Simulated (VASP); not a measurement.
Band structure of ZnSe (zinc blende). All values below come from modified Becke-Johnson potential (mBJ), VASP's PBE PAW potentials (set 64) (plane waves; VASP).

mBJ is a potential without an energy functional, so only the levels count.

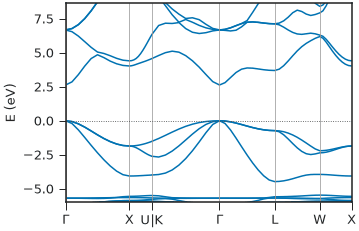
Fig. 1. Bands along high-symmetry lines, zero at the valence-band maximum or, without a gap, the Fermi level

Q: Read the plot: is there a gap, and where are the band edges?

A: The gap is direct, 2.63 eV, from the valence maximum at Γ to the conduction minimum at Γ.

Measured: gap 2.87 eV (computed value off by -0.24 eV), as given by Wei Chen et al., Physical Review Materials (2018), doi:10.1103/physrevmaterials.2.073803 [zero-point renormalisation of 0.05 eV added back (the table's ZPR column)].

The compound is ZnSe in the zinc blende structure. It was relaxed first. The cell's shape comes from a PBE relaxation.
